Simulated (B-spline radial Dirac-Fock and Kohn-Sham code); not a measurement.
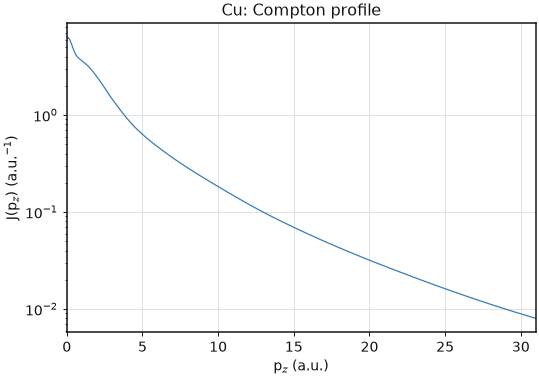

**Figure.** The total Compton profile J(pz). It refers to neutral copper in the configuration [Ar] 3d9 4s1 4p1, which is not the ground configuration. Computed with a radial B-spline solver: the impulse approximation on the Dirac–Fock momentum density (average of configuration).

Summarise the result.

J(0) = 6.36 a.u.⁻¹; the profile falls to half at pz ≈ 1.4 a.u. and is 2.35 at 2.1 a.u. and 0.749 at 4.5 a.u. Its area over all pz is the number of electrons, 29.
